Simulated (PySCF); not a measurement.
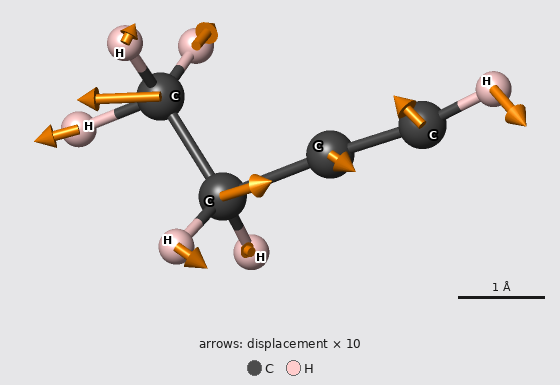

This is a relaxation of C₄H₆. The starting structure is drawn; orange arrows show the displacements, magnified 10 times. The two geometries are superimposed by the best rigid fit.

The picture is a ball-and-stick view, seen at a tilt.

The start comes from MMFF94s. Its atoms were then displaced at random by about 0.03 Å.

Theory: PBE0-D3(BJ)/def2-SVP geometry optimisation, gas phase in PySCF. 

### Atoms of which element are displaced furthest, and by how much?

Carbon: up to 0.10 Å, against 0.07 Å for hydrogen.

### What did the optimiser do to the structure, and how much energy did it gain?

The largest move after the best rigid fit is that of a C atom, 0.10 Å. Largest moves by element: C 0.10 Å, H 0.07 Å. Among the contacts that change: C–C 1.437 → 1.527 Å, C–H 1.015 → 1.100 Å, C–H 1.017 → 1.074 Å, C–C 1.510 → 1.458 Å. Bond angles that change, for instance: C–C–H 171.5° → 179.2°, C–C–H 118.2° → 111.0°, H–C–H 101.4° → 108.2°. Over 6 geometry steps the energy falls by 70.4 kJ/mol.
